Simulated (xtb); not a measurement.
## Calculation of the molecule and its ions of C$_{2}$H$_{2}$AlNO

System: C$_{2}$H$_{2}$AlNO.
Method: GFN1-xTB, GBSA solvent ether (xtb 6.7.1).

The geometry was optimised with GFN2-xTB.

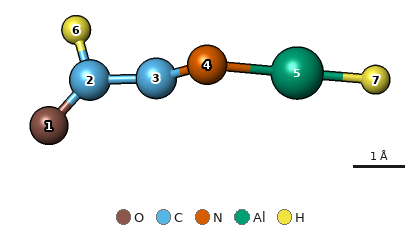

**Figure 1.** The input geometry (ball-and-stick view, seen at a tilt; atoms are numbered from 1 in the order of the input). Sticks mark near contacts. Bond lengths as drawn: Al–H 1.58 Å, Al–N 1.86 Å, C–C 1.37 Å, C–H 1.12 Å, C–N 1.22 Å and C–O 1.23 Å.

### Input file (mol.coord)
```
$coord
     -1.257593838677     -3.110753762791      4.041765132611  o
      0.186308098627     -1.673824914887      2.941490993809  c
      0.071148188592     -0.678751829443      0.555787350514  c
      0.580788427142     -0.304113625236     -1.654493016632  n
     -0.336125585787      2.280049055667     -3.863620650842  al
      1.908358824215     -0.901134799789      3.887563480841  h
     -1.037232875285      4.260047397266     -5.994834876934  h
$end
```

### File input.inp
```
$scc
   maxiterations=50
$end
```

Run as:
```bash
xtb mol.coord --gbsa ether --vea --norestart --wbo --etemp 3000 --input input.inp --chrg 0 --gfn 2 | tee xtb.out
```

### What the program printed
```
* xtb version 6.7.1
   ID    Z sym.   atoms
    1    8 o      1
    2    6 c      2, 3
    3    7 n      4
    4   13 al     5
    5    1 h      6, 7

           -------------------------------------------------
          |                Calculation Setup                |
           -------------------------------------------------

          program call               : xtb mol.coord --gbsa ether --vea --norestart --wbo --etemp 3000 --input input.inp --chrg 0 --gfn 2
          coordinate file            : mol.coord
          omp threads                :                     1

           -------------------------------------------------
          |                 G F N 1 - x T B                 |
           -------------------------------------------------

      * Hamiltonian:
        H0-scaling (s, p, d)           1.850000    2.250000    2.000000
        zeta-weighting                 0.000000
      * Dispersion:
        s8                             2.400000
        a1                             0.630000
        a2                             5.000000
        s9                             0.000000
      * Repulsion:
        kExp                           1.500000
        rExp                           1.000000
      * Coulomb:
        alpha                          2.000000
        third order                    atomic
        anisotropic                    false
      * Halogen bond correction:
        rad-scale                      1.300000
        damping                        0.440000

      * Solvation model:               GBSA
        Solvent                        ether
        Parameter file                 internal GFN1-xTB/GBSA
        Dielectric constant                7.3000E+00
        Reference state                gsolv [1 M gas/solution]
        Free energy shift                  3.4615E-03 Eh       2.1722E+00 kcal/mol
        Temperature                        2.9815E+02 K
        Density                            7.1300E-01 kg/L
        Solvent mass                       7.4120E+01 g/mol
        Interaction kernel             Still
        Born radius scaling (c1)           1.5964E+00
        Born radii integrator          GBOBC
        Born offset                        2.2998E-02 a0       4.3459E-02 AA
        H-bond correction              true
        Ion screening                  false
        Surface tension                    1.0000E-05 Eh       1.5569E+01 dyn/cm
        Grid points                               230 per atom

          ...................................................
          :                      SETUP                      :
          :.................................................:
          :  # basis functions                  30          :
          :  # atomic orbitals                  29          :
          :  # shells                           15          :
          :  # electrons                        24          :
          :  # halogen bonds                     0          :
          :  max. iterations                    50          :
          :  Hamiltonian                  GFN1-xTB          :
          :  restarted?                      false          :
          :  GBSA solvation                   true          :
          :  PC potential                    false          :
          :  electronic temp.         3000.0000000     K    :
          :  accuracy                    1.0000000          :
          :  -> integral cutoff          0.2500000E+02      :
          :  -> integral neglect         0.1000000E-07      :
          :  -> SCF convergence          0.1000000E-05 Eh   :
          :  -> wf. convergence          0.2000000E-04 e    :
          :  Broyden damping             0.4000000          :
          :  net charge                          0          :
          :  unpaired electrons                  0          :
          ...................................................

 iter      E             dE          RMSdq      gap      omega  full diag
   1    -14.4355365 -0.144355E+02  0.788E+00    1.62       0.0  T
   2    -14.5093723 -0.738358E-01  0.535E+00    1.50       1.0  T
   3    -14.4865288  0.228435E-01  0.219E+00    1.73       1.0  T
   4    -14.5215175 -0.349887E-01  0.129E+00    1.48       1.0  T
   5    -14.5330972 -0.115797E-01  0.751E-02    1.43       1.0  T
   6    -14.5331290 -0.317157E-04  0.335E-02    1.44       1.1  T
   7    -14.5331317 -0.275095E-05  0.948E-03    1.43       4.0  T
   8    -14.5331320 -0.258864E-06  0.374E-03    1.43      10.1  T
   9    -14.5331320 -0.136659E-07  0.145E-03    1.43      26.1  T
  10    -14.5331320  0.169154E-07  0.208E-03    1.43      18.2  T
  11    -14.5331320 -0.359335E-07  0.629E-05    1.43     601.1  T
  12    -14.5331320 -0.383711E-10  0.282E-06    1.43   13419.7  T

   *** convergence criteria satisfied after 12 iterations ***

         #    Occupation            Energy/Eh            Energy/eV
      -------------------------------------------------------------
         1        2.0000           -0.7830792             -21.3087
       ...           ...                  ...                  ...
         6        2.0000           -0.5649011             -15.3717
         7        2.0000           -0.5528632             -15.0442
         8        2.0000           -0.5314178             -14.4606
         9        2.0000           -0.5110987             -13.9077
        10        2.0000           -0.5093751             -13.8608
        11        1.9999           -0.4366407             -11.8816
        12        1.8812           -0.3701556             -10.0724 (HOMO)
        13        0.1160           -0.3174300              -8.6377 (LUMO)
        14        0.0029           -0.2817444              -7.6667
        15        0.0000           -0.1926419              -5.2421
        16                         -0.1591505              -4.3307
        17                         -0.1534910              -4.1767
       ...                                ...                  ...
        29                          1.0384650              28.2581
      -------------------------------------------------------------
                  HL-Gap            0.0527256 Eh            1.4347 eV
             Fermi-level           -0.3439114 Eh           -9.3583 eV

 SCC (total)                   0 d,  0 h,  0 min,  0.004 sec
 SCC setup                      ...        0 min,  0.000 sec (  4.228%)
 Dispersion                     ...        0 min,  0.000 sec (  0.621%)
 classical contributions        ...        0 min,  0.000 sec (  0.235%)
 integral evaluation            ...        0 min,  0.001 sec ( 25.895%)
 iterations                     ...        0 min,  0.001 sec ( 26.603%)
 molecular gradient             ...        0 min,  0.002 sec ( 40.773%)
 printout                       ...        0 min,  0.000 sec (  1.515%)

         :::::::::::::::::::::::::::::::::::::::::::::::::::::
         ::                     SUMMARY                     ::
         :::::::::::::::::::::::::::::::::::::::::::::::::::::
         :: total energy             -14.381677309906 Eh    ::
         :: total w/o Gsasa/hb       -14.376147463067 Eh    ::
         :: gradient norm              0.063983030744 Eh/a0 ::
         :: HOMO-LUMO gap              1.434737545384 eV    ::
         ::.................................................::
         :: SCC energy               -14.533131995945 Eh    ::
         :: -> electrostatic           0.085730676037 Eh    ::
         :: -> Gsolv                  -0.017224850019 Eh    ::
         ::    -> Gelec               -0.011695003181 Eh    ::
         ::    -> Gsasa               -0.008893738925 Eh    ::
         ::    -> Ghb                 -0.000097653722 Eh    ::
         ::    -> Gshift               0.003461545808 Eh    ::
         :: repulsion energy           0.153529945334 Eh    ::
         :: dispersion energy         -0.002075259295 Eh    ::
         :: halogen bond corr.         0.000000000000 Eh    ::
         :: add. restraining           0.000000000000 Eh    ::
         :: total charge              -0.000000000000 e     ::
         :::::::::::::::::::::::::::::::::::::::::::::::::::::

           -------------------------------------------------
          |        vertical delta SCC EA calculation        |
           -------------------------------------------------

 iter      E             dE          RMSdq      gap      omega  full diag
   1    -14.7997438 -0.147997E+02  0.146E+00    0.97       0.0  T
   2    -14.8055284 -0.578460E-02  0.904E-01    1.18       1.0  T
   3    -14.8059506 -0.422182E-03  0.464E-01    1.06       1.0  T
   4    -14.8061628 -0.212190E-03  0.150E-01    1.12       1.0  T
   5    -14.8062175 -0.547332E-04  0.460E-02    1.10       1.0  T
   6    -14.8062211 -0.353089E-05  0.679E-03    1.10       5.6  T
   7    -14.8062215 -0.384624E-06  0.181E-03    1.10      20.8  T
   8    -14.8062215 -0.979411E-08  0.123E-03    1.10      30.8  T
   9    -14.8062215 -0.125800E-08  0.362E-04    1.10     104.4  T
  10    -14.8062215 -0.421050E-09  0.342E-05    1.10    1105.9  T
  11    -14.8062215 -0.677680E-11  0.807E-06    1.10    4681.2  T
     SCC iter.                  ...        0 min,  0.001 sec
     gradient                   ...        0 min,  0.002 sec
------------------------------------------------------------------------
empirical EA shift (eV):    4.8455
delta SCC EA (eV):    2.5856
------------------------------------------------------------------------
           -------------------------------------------------
          |                Property Printout                |
           -------------------------------------------------

    * Orbital Energies and Occupations

         #    Occupation            Energy/Eh            Energy/eV
      -------------------------------------------------------------
         1        2.0000           -0.6849927             -18.6396
         2        2.0000           -0.6770854             -18.4244
         3        2.0000           -0.5727080             -15.5842
         4        2.0000           -0.5214514             -14.1894
         5        2.0000           -0.4860836             -13.2270
         6        2.0000           -0.4753154             -12.9340
         7        2.0000           -0.4646959             -12.6450
         8        2.0000           -0.4416172             -12.0170
         9        2.0000           -0.4174306             -11.3589
        10        2.0000           -0.4132897             -11.2462
        11        2.0000           -0.3533262              -9.6145
        12        1.9465           -0.2818864              -7.6705
        13        0.9460           -0.2270272              -6.1777 (HOMO)
        14        0.1076           -0.1866336              -5.0786 (LUMO)
        15        0.0000           -0.1001852              -2.7262
        16        0.0000           -0.0730858              -1.9888
        17        0.0000           -0.0676144              -1.8399
        18                         -0.0485648              -1.3215
        19                         -0.0226339              -0.6159
        20                         -0.0201266              -0.5477
        21                          0.0169669               0.4617
        22                          0.0366024               0.9960
        23                          0.0501833               1.3656
        24                          0.2861223               7.7858
       ...                                ...                  ...
        29                          1.1314567              30.7885
      -------------------------------------------------------------
                  HL-Gap            0.0403936 Eh            1.0992 eV
             Fermi-level           -0.2306707 Eh           -6.2769 eV

  Mulliken/CM5 charges         n(s)   n(p)   n(d)
     1o    -0.71376 -0.76233   1.739  4.975  0.000
     2c     0.23091  0.22534   0.955  2.814  0.000
     3c     0.05042  0.15282   1.083  2.867  0.000
     4n    -0.40752 -0.55756   1.566  3.842  0.000
     5al    0.16649  0.13184   1.740  0.658  0.435
     6h    -0.04547  0.01671   1.045  0.000  0.000
     7h    -0.28108 -0.20682   1.281  0.000  0.000

Wiberg/Mayer (AO) data.
largest (>0.10) Wiberg bond orders for each atom

 ---------------------------------------------------------------------------
     #   Z sym  total        # sym  WBO       # sym  WBO       # sym  WBO
 ---------------------------------------------------------------------------
     1   8 o    1.666 --     2 c    1.397     3 c    0.131
     2   6 c    3.840 --     1 o    1.397     3 c    1.376     6 h    0.899
                             4 n    0.110
     3   6 c    3.732 --     4 n    2.015     2 c    1.376     5 al   0.155
                             1 o    0.131
     4   7 n    3.081 --     3 c    2.015     5 al   0.833     2 c    0.110
     5  13 al   1.858 --     4 n    0.833     7 h    0.762     3 c    0.155
     6   1 h    1.010 --     2 c    0.899
     7   1 h    0.838 --     5 al   0.762
 ---------------------------------------------------------------------------

Topologies differ in total number of bonds
Writing topology from bond orders to xtbtopo.mol

 dipole moment from electron density (au)
     X       Y       Z
   1.1314   1.1509  -0.6095  total (Debye):    4.385

           -------------------------------------------------
          | TOTAL ENERGY              -14.654766778628 Eh   |
          | GRADIENT NORM               0.150041145760 Eh/α |
          | HOMO-LUMO GAP               1.099166595967 eV   |
           -------------------------------------------------

------------------------------------------------------------------------
------------------------------------------------------------------------
 total:
 *  cpu-time:     0 d,  0 h,  0 min,  0.012 sec
 * ratio c/w:     1.000 speedup
 SCF:
 *  cpu-time:     0 d,  0 h,  0 min,  0.008 sec
 * ratio c/w:     1.000 speedup
```

### Standard error
```
normal termination of xtb
```

### Summary

- outcome: converged
- electrons treated: 24
- total energy: −14.381677 hartree
- dispersion energy: −0.002075 hartree
- solvation energy: −0.017225 hartree
- basis functions: 30
- hardware: 1 thread of Intel Xeon (Granite Rapids), 128 GiB of memory available, shared host
- peak memory: 0.07 GiB

Settings chosen away from the usual ones: method = gfn2-xtb; task = vea; x = {"etemp": 3000, "max_iter": 50}; geo = {"prev": 1}; partner = base; sm = GBSA; solvent = ether. These settings are looser than, or depart from, a standard set-up, so the numbers are not reference values for this system.
